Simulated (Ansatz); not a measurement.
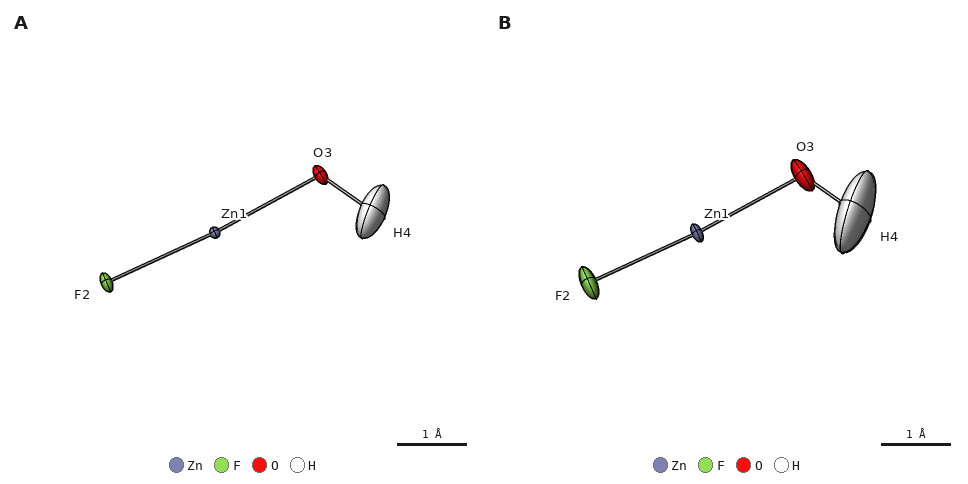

Displacement ellipsoids at the 50 % level, scaled by 1.5, from the internal vibrations of the free molecule (harmonic, no overall translation or rotation; no half-axis is drawn under 0.075 Å). Vibrations computed with RKS PBE0-D4/def2-TZVP (Ansatz 0.2.0). One panel is for 298 K, the other for 900 K.

Which panel is for 900 K?

B.

How much does the mean-square displacement of F2 grow, and why?

U_eq goes from 0.0032 to 0.0090 Å², a factor of 2.8. Modes below kT (626 cm⁻¹ at 900 K) grow about in proportion to T, and the lowest lies at 165 cm⁻¹; the mean-square amplitude of a mode is its zero-point value times coth(ħω/2kT), which comes close to 1 only above about 3kT.
